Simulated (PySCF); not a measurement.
# Geometry relaxation of ZnHBrO

- system: ZnHBrO
- method: HF/Sapporo-DZP, RHF (PySCF 2.14.0)

The atoms were displaced at random from an optimised geometry. Figures and captions count atoms from 1; the log counts them from 0 in places.

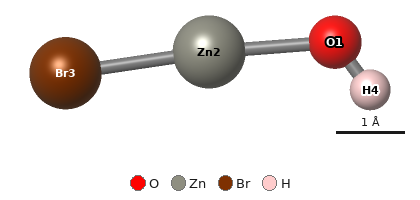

**Figure 1.** The input geometry (ball-and-stick view, seen on its broad side; atoms are numbered from 1 in the order of the input). Sticks mark near contacts.

**Input file (calc.py)**
```python
from pyscf import gto
from pyscf.geomopt.geometric_solver import kernel as optimise

system = gto.Mole()
system.atom = [
    ('O', (-0.977801, 0.895051, -0.393751)),
    ('Zn', (0.407219, -0.094201, 0.347491)),
    ('Br', (1.988020, -1.330594, 1.079302)),
    ('H', (-1.495509, 0.571242, -1.015932)),
]
system.max_memory = 1860
system.verbose = 3
system.charge = 0
system.basis = 'sapporo-dzp'
system.build()

calc0 = system.RHF()
calc0.max_cycle = 100
converged, mol_eq = optimise(calc0, maxsteps=100)
print('converged:', converged)
print(mol_eq.tostring())

calc0.reset(mol_eq)
system = mol_eq
calc0.kernel()
if not calc0.converged:
    calc0 = calc0.newton().run(calc0.mo_coeff, calc0.mo_occ)
e_final = calc0.e_tot
print(f'total energy: {e_final:.8f} hartree')
```

Run as:
```bash
OMP_NUM_THREADS=1 python calc.py
```

**The program's output**
```
#|     Arguments passed to driver run_optimizer():      |#
customengine              <pyscf.geomopt.geometric_solver.PySCFEngine object>
maxiter                   100
----------------------------------------------------------
Custom engine selected.
Bonds will be generated from interatomic distances less than 1.20 times sum of covalent radii
12 internal coordinates being used (instead of 12 Cartesians)
Internal coordinate system (atoms numbered from 1):
Distance 1-2
Distance 1-4
Distance 2-3
Angle 2-1-4
LinearAngleX 1-2-3
LinearAngleY 1-2-3
Translation-X 1-4
Translation-Y 1-4
Translation-Z 1-4
Rotation-A 1-4
Rotation-B 1-4
Rotation-C 1-4
<class 'geometric.internal.Distance'> : 3
<class 'geometric.internal.Angle'> : 1
<class 'geometric.internal.LinearAngle'> : 2
<class 'geometric.internal.TranslationX'> : 1
<class 'geometric.internal.TranslationY'> : 1
<class 'geometric.internal.TranslationZ'> : 1
<class 'geometric.internal.RotationA'> : 1
<class 'geometric.internal.RotationB'> : 1
<class 'geometric.internal.RotationC'> : 1
> ===== Optimization Info: ====
> Job type: Energy minimization
> Maximum number of optimization cycles: 100
> Initial / maximum trust radius (Angstrom): 0.100 / 0.300
> Convergence Criteria:
> Will converge when all 5 criteria are reached:
>  |Delta-E| < 1.00e-06
>  RMS-Grad  < 3.00e-04
>  Max-Grad  < 4.50e-04
>  RMS-Disp  < 1.20e-03
>  Max-Disp  < 1.80e-03
> === End Optimization Info ===

Geometry optimization cycle 1
Cartesian coordinates (Angstrom)
 Atom        New coordinates             dX        dY        dZ
   O  -0.977801   0.895051  -0.393751    0.000000  0.000000  0.000000
  Zn   0.407219  -0.094201   0.347491    0.000000  0.000000  0.000000
  Br   1.988020  -1.330594   1.079302    0.000000  0.000000  0.000000
   H  -1.495509   0.571242  -1.015932    0.000000  0.000000  0.000000

WARN: Mole.unit (angstrom) is changed to Bohr

converged SCF energy = -4425.71418037808
--------------- RHF_Scanner gradients ---------------
         x                y                z
0 O    -0.0910172263    -0.0262349113    -0.0944972988
1 Zn     0.0608796308    -0.0414323710     0.0331791008
2 Br    -0.0328485790     0.0243732381    -0.0162647809
3 H     0.0629861746     0.0432940442     0.0775829789
----------------------------------------------
cycle 1: E = -4425.71418038  dE = -4425.71  norm(grad) = 0.19551
Step    0 : Gradient = 9.776e-02/1.338e-01 (rms/max) Energy = -4425.7141803781
Hessian Eigenvalues: 5.00000e-02 5.00000e-02 5.00000e-02 ... 2.50000e-01 2.50000e-01 7.97684e-01

Geometry optimization cycle 2
Cartesian coordinates (Angstrom)
 Atom        New coordinates             dX        dY        dZ
   O  -0.951219   0.908848  -0.360528    0.026582  0.013797  0.033223
  Zn   0.361061  -0.062740   0.318950   -0.046158  0.031461 -0.028541
  Br   2.017097  -1.354266   1.094053    0.029077 -0.023672  0.014751
   H  -1.505009   0.549656  -1.035365   -0.009500 -0.021586 -0.019433
converged SCF energy = -4425.7291039561
--------------- RHF_Scanner gradients ---------------
         x                y                z
0 O     0.0014751701    -0.0016611711     0.0001510068
1 Zn     0.0049916836    -0.0018371011     0.0039993237
2 Br    -0.0057914269     0.0036476830    -0.0034420333
3 H    -0.0006754268    -0.0001494108    -0.0007082971
----------------------------------------------
cycle 2: E = -4425.72910396  dE = -0.0149236  norm(grad) = 0.0104364
Step    1 : Displace = 4.608e-02/6.272e-02 (rms/max) Trust = 1.000e-01 (=) Grad = 5.218e-03/7.661e-03 (rms/max) E (change) = -4425.7291039561 (-1.492e-02) Quality = 1.000
Hessian Eigenvalues: 5.00000e-02 5.00000e-02 5.00000e-02 ... 2.49999e-01 2.50426e-01 8.23786e-01

Geometry optimization cycle 3
Cartesian coordinates (Angstrom)
 Atom        New coordinates             dX        dY        dZ
   O  -0.955357   0.912401  -0.360828   -0.004138  0.003553 -0.000300
  Zn   0.356905  -0.071280   0.307624   -0.004155 -0.008540 -0.011326
  Br   2.031904  -1.357707   1.106776    0.014807 -0.003441  0.012723
   H  -1.511523   0.558084  -1.036462   -0.006514  0.008428 -0.001097
converged SCF energy = -4425.72936648446
--------------- RHF_Scanner gradients ---------------
         x                y                z
0 O     0.0005879234    -0.0006152846    -0.0000359459
1 Zn     0.0017192907     0.0002178568     0.0020937237
2 Br    -0.0016579474     0.0006315670    -0.0013368854
3 H    -0.0006492667    -0.0002341391    -0.0007208924
----------------------------------------------
cycle 3: E = -4425.72936648  dE = -0.000262528  norm(grad) = 0.00374748
Step    2 : Displace = 1.375e-02/1.971e-02 (rms/max) Trust = 1.414e-01 (+) Grad = 1.874e-03/2.718e-03 (rms/max) E (change) = -4425.7293664845 (-2.625e-04) Quality = 1.380
Hessian Eigenvalues: 4.99992e-02 5.00000e-02 5.00000e-02 ... 2.50000e-01 2.67637e-01 8.20097e-01

Geometry optimization cycle 4
Cartesian coordinates (Angstrom)
 Atom        New coordinates             dX        dY        dZ
   O  -0.956758   0.914022  -0.359230   -0.001401  0.001621  0.001598
  Zn   0.353052  -0.083957   0.293329   -0.003854 -0.012677 -0.014295
  Br   2.041659  -1.355716   1.118419    0.009755  0.001991  0.011643
   H  -1.516024   0.567149  -1.035408   -0.004501  0.009065  0.001054
converged SCF energy = -4425.72945151574
--------------- RHF_Scanner gradients ---------------
         x                y                z
0 O     0.0000923074    -0.0002958529    -0.0002211101
1 Zn    -0.0005933340     0.0012737136     0.0004340684
2 Br     0.0006078965    -0.0008335933    -0.0000293094
3 H    -0.0001068699    -0.0001442674    -0.0001836489
----------------------------------------------
cycle 4: E = -4425.72945152  dE = -8.50313e-05  norm(grad) = 0.00185445
Step    3 : Displace = 1.346e-02/1.954e-02 (rms/max) Trust = 2.000e-01 (+) Grad = 9.272e-04/1.471e-03 (rms/max) E (change) = -4425.7294515157 (-8.503e-05) Quality = 1.251
Hessian Eigenvalues: 4.99959e-02 5.00000e-02 5.00000e-02 ... 2.49999e-01 2.89650e-01 8.18576e-01

Geometry optimization cycle 5
Cartesian coordinates (Angstrom)
 Atom        New coordinates             dX        dY        dZ
   O  -0.956334   0.913648  -0.357569    0.000424 -0.000374  0.001661
  Zn   0.351938  -0.094523   0.283666   -0.001113 -0.010566 -0.009664
  Br   2.045291  -1.351598   1.125248    0.003632  0.004118  0.006829
   H  -1.518966   0.573971  -1.034234   -0.002942  0.006821  0.001173
converged SCF energy = -4425.72947836724
--------------- RHF_Scanner gradients ---------------
         x                y                z
0 O    -0.0002718184     0.0000092596    -0.0003203097
1 Zn    -0.0007806430     0.0009613954    -0.0000241002
2 Br     0.0009323746    -0.0008892755     0.0002878750
3 H     0.0001200868    -0.0000813796     0.0000565349
----------------------------------------------
cycle 5: E = -4425.72947837  dE = -2.68515e-05  norm(grad) = 0.00186496
Step    4 : Displace = 9.254e-03/1.440e-02 (rms/max) Trust = 2.828e-01 (+) Grad = 9.325e-04/1.320e-03 (rms/max) E (change) = -4425.7294783672 (-2.685e-05) Quality = 1.464
Hessian Eigenvalues: 4.99469e-02 5.00000e-02 5.00000e-02 ... 2.43984e-01 2.50006e-01 8.23116e-01

Geometry optimization cycle 6
Cartesian coordinates (Angstrom)
 Atom        New coordinates             dX        dY        dZ
   O  -0.954612   0.911868  -0.355377    0.001723 -0.001780  0.002192
  Zn   0.351515  -0.106261   0.273778   -0.000423 -0.011738 -0.009888
  Br   2.046810  -1.345486   1.131350    0.001519  0.006112  0.006103
   H  -1.521785   0.581377  -1.032641   -0.002819  0.007406  0.001593
converged SCF energy = -4425.72949534657
--------------- RHF_Scanner gradients ---------------
         x                y                z
0 O    -0.0002464072     0.0001694364    -0.0001432534
1 Zn    -0.0004600158     0.0002949632    -0.0002285708
2 Br     0.0005205184    -0.0003969720     0.0002432384
3 H     0.0001859045    -0.0000674275     0.0001285859
----------------------------------------------
cycle 6: E = -4425.72949535  dE = -1.69793e-05  norm(grad) = 0.00100207
Step    5 : Displace = 9.858e-03/1.540e-02 (rms/max) Trust = 3.000e-01 (+) Grad = 5.010e-04/6.983e-04 (rms/max) E (change) = -4425.7294953466 (-1.698e-05) Quality = 1.210
Hessian Eigenvalues: 4.99167e-02 5.00000e-02 5.00000e-02 ... 2.31861e-01 2.50003e-01 8.22766e-01

Geometry optimization cycle 7
Cartesian coordinates (Angstrom)
 Atom        New coordinates             dX        dY        dZ
   O  -0.953762   0.910701  -0.354917    0.000850 -0.001167  0.000460
  Zn   0.351974  -0.108852   0.272171    0.000459 -0.002591 -0.001607
  Br   2.046354  -1.343653   1.132212   -0.000456  0.001833  0.000861
   H  -1.522638   0.583302  -1.032356   -0.000853  0.001925  0.000286
converged SCF energy = -4425.72949772547
--------------- RHF_Scanner gradients ---------------
         x                y                z
0 O    -0.0001140552     0.0001571069    -0.0000183577
1 Zn    -0.0000684855    -0.0000261801    -0.0000758554
2 Br     0.0001066853    -0.0000660684     0.0000607949
3 H     0.0000758555    -0.0000648585     0.0000334182
----------------------------------------------
cycle 7: E = -4425.72949773  dE = -2.37891e-06  norm(grad) = 0.000282273
Step    6 : Displace = 2.271e-03/3.094e-03 (rms/max) Trust = 3.000e-01 (=) Grad = 1.411e-04/1.950e-04 (rms/max) E (change) = -4425.7294977255 (-2.379e-06) Quality = 1.207
Hessian Eigenvalues: 4.99695e-02 5.00000e-02 5.00000e-02 ... 2.28586e-01 2.50005e-01 8.19851e-01

Geometry optimization cycle 8
Cartesian coordinates (Angstrom)
 Atom        New coordinates             dX        dY        dZ
   O  -0.953481   0.910136  -0.354969    0.000281 -0.000564 -0.000052
  Zn   0.352240  -0.108892   0.272408    0.000265 -0.000040  0.000237
  Br   2.046105  -1.343435   1.132094   -0.000249  0.000218 -0.000117
   H  -1.522934   0.583689  -1.032423   -0.000296  0.000387 -0.000068
converged SCF energy = -4425.72949801825
--------------- RHF_Scanner gradients ---------------
         x                y                z
0 O    -0.0000175596     0.0000840571     0.0000285565
1 Zn     0.0000273778    -0.0000568747    -0.0000057216
2 Br    -0.0000238869     0.0000224075    -0.0000093824
3 H     0.0000140688    -0.0000495899    -0.0000134525
----------------------------------------------
cycle 8: E = -4425.72949802  dE = -2.92772e-07  norm(grad) = 0.0001273
```

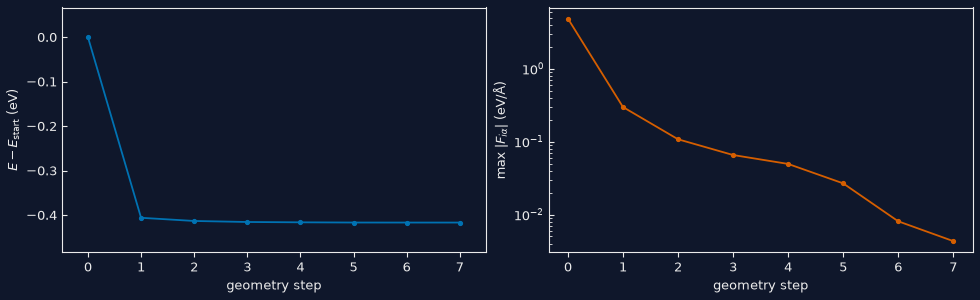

**Figure 2.** Progress of the relaxation, step by step (steps are counted from 0).

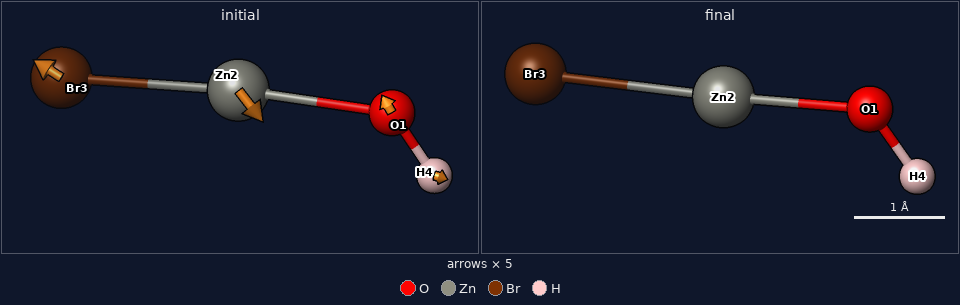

**Figure 3.** Before (left) and after (right) the relaxation, at one scale (ball-and-stick view, seen at a tilt). The orange arrows give the displacements, magnified 5 times. After 7 geometry steps the energy has fallen by 0.417 eV. Largest force component: 4.9 eV/Å at the start, 0.0043 eV/Å at the end. The atom that moves furthest after the best rigid fit is Zn2 (0.094 Å). By element the largest moves are Zn 0.094 Å, Br 0.079 Å, O 0.048 Å, H 0.034 Å. Distances before and after: Zn2–Br3 2.136 → 2.265 Å, O1–Zn2 1.856 → 1.771 Å, O1–H4 0.872 → 0.943 Å. (Atoms are counted from 1 in the order of the input.)

```
Step    7 : Displace = 4.727e-04/6.330e-04 (rms/max) Trust = 3.000e-01 (=) Grad = 6.365e-05/9.050e-05 (rms/max) E (change) = -4425.7294980182 (-2.928e-07) Quality = 1.226
Hessian Eigenvalues: 4.99695e-02 5.00000e-02 5.00000e-02 ... 2.28586e-01 2.50005e-01 8.19851e-01
Converged! =D

converged: True
O          -0.95348124        0.91013644       -0.35496868
Zn          0.35223951       -0.10889209        0.27240790
Br          2.04610498       -1.34343522        1.13209425
H          -1.52293424        0.58368888       -1.03242347
converged SCF energy = -4425.72949801823
total energy: -4425.72949802 hartree
```

**Trajectory as extended XYZ (Å, eV, eV/Å), 8 frames, from step=0 to step=7**
```
4
Properties=species:S:1:pos:R:3:forces:R:3 step=0 energy=-120429.81798
O    -0.9778    0.8951   -0.3938    4.6803   1.3491   4.8592
Zn    0.4072   -0.0942    0.3475   -3.1306   2.1305  -1.7061
Br    1.9880   -1.3306    1.0793    1.6891  -1.2533   0.8364
H    -1.4955    0.5712   -1.0159   -3.2389  -2.2263  -3.9895
4
Properties=species:S:1:pos:R:3:forces:R:3 step=1 energy=-120430.22407
O    -0.9512    0.9088   -0.3605   -0.0759   0.0854  -0.0078
Zn    0.3611   -0.0627    0.3190   -0.2567   0.0945  -0.2057
Br    2.0171   -1.3543    1.0941    0.2978  -0.1876   0.1770
H    -1.5050    0.5497   -1.0354    0.0347   0.0077   0.0364
4
Properties=species:S:1:pos:R:3:forces:R:3 step=2 energy=-120430.23121
O    -0.9554    0.9124   -0.3608   -0.0302   0.0316   0.0018
Zn    0.3569   -0.0713    0.3076   -0.0884  -0.0112  -0.1077
Br    2.0319   -1.3577    1.1068    0.0853  -0.0325   0.0687
H    -1.5115    0.5581   -1.0365    0.0334   0.0120   0.0371
4
Properties=species:S:1:pos:R:3:forces:R:3 step=3 energy=-120430.23353
O    -0.9568    0.9140   -0.3592   -0.0047   0.0152   0.0114
Zn    0.3531   -0.0840    0.2933    0.0305  -0.0655  -0.0223
Br    2.0417   -1.3557    1.1184   -0.0313   0.0429   0.0015
H    -1.5160    0.5671   -1.0354    0.0055   0.0074   0.0094
4
Properties=species:S:1:pos:R:3:forces:R:3 step=4 energy=-120430.23426
O    -0.9563    0.9136   -0.3576    0.0140  -0.0005   0.0165
Zn    0.3519   -0.0945    0.2837    0.0401  -0.0494   0.0012
Br    2.0453   -1.3516    1.1252   -0.0479   0.0457  -0.0148
H    -1.5190    0.5740   -1.0342   -0.0062   0.0042  -0.0029
4
Properties=species:S:1:pos:R:3:forces:R:3 step=5 energy=-120430.23472
O    -0.9546    0.9119   -0.3554    0.0127  -0.0087   0.0074
Zn    0.3515   -0.1063    0.2738    0.0237  -0.0152   0.0118
Br    2.0468   -1.3455    1.1314   -0.0268   0.0204  -0.0125
H    -1.5218    0.5814   -1.0326   -0.0096   0.0035  -0.0066
4
Properties=species:S:1:pos:R:3:forces:R:3 step=6 energy=-120430.23478
O    -0.9538    0.9107   -0.3549    0.0059  -0.0081   0.0009
Zn    0.3520   -0.1089    0.2722    0.0035   0.0013   0.0039
Br    2.0464   -1.3437    1.1322   -0.0055   0.0034  -0.0031
H    -1.5226    0.5833   -1.0324   -0.0039   0.0033  -0.0017
4
Properties=species:S:1:pos:R:3:forces:R:3 step=7 energy=-120430.23479
O    -0.9535    0.9101   -0.3550    0.0009  -0.0043  -0.0015
Zn    0.3522   -0.1089    0.2724   -0.0014   0.0029   0.0003
Br    2.0461   -1.3434    1.1321    0.0012  -0.0012   0.0005
H    -1.5229    0.5837   -1.0324   -0.0007   0.0026   0.0007
```

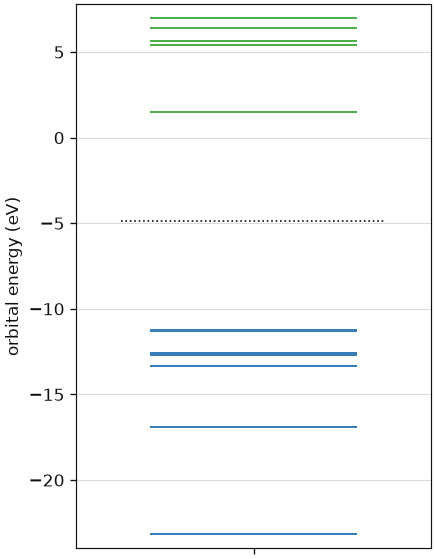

**Figure 4.** Orbital energies near the frontier; the dotted line parts filled from empty levels, and levels within 0.02 eV of each other stand side by side. Highest filled −11.25 eV, lowest empty 1.47 eV, 12.72 eV apart.

**Results in brief**

```tsv
quantity	value
outcome	converged
total energy	−4425.729498 hartree
basis functions	86
HOMO	−11.25 eV
LUMO	1.47 eV
dipole moment	1.94 D
hardware	1 thread of Arm Neoverse V2, 24 GiB of memory available, shared host
wall time	2.9 min
peak memory	0.2 GiB
```
